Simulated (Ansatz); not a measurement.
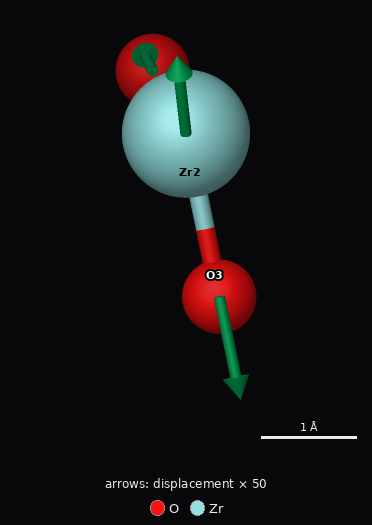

ZrO2. The green arrows show how the atoms are displaced, magnified 50 times. A ball-and-stick model, seen from a free direction.

Method: RHF-CCSD(T), frozen core/def2-TZVPP (Ansatz). 

**Describe the change and its computed effect.**

All atoms are moved at random (σ = 0.04 Å) from the PBE0-D4/def2-TZVP minimum. It lowers the energy by 0.11 kcal/mol. The largest force is 0.9 eV/Å, on the Zr atom. At other levels of theory the same distortion costs −0.11 kcal/mol (RKS PBE-D4/def2-TZVPP), 0.46 kcal/mol (RKS r2SCAN-D4/def2-TZVPP), 1.28 kcal/mol (RKS PBE0-D4/def2-TZVPP), 1.34 kcal/mol (RKS wB97M-V/def2-TZVPP). Near-neighbour distances before and after: O–Zr 1.761 → 1.780 to 1.801 Å.
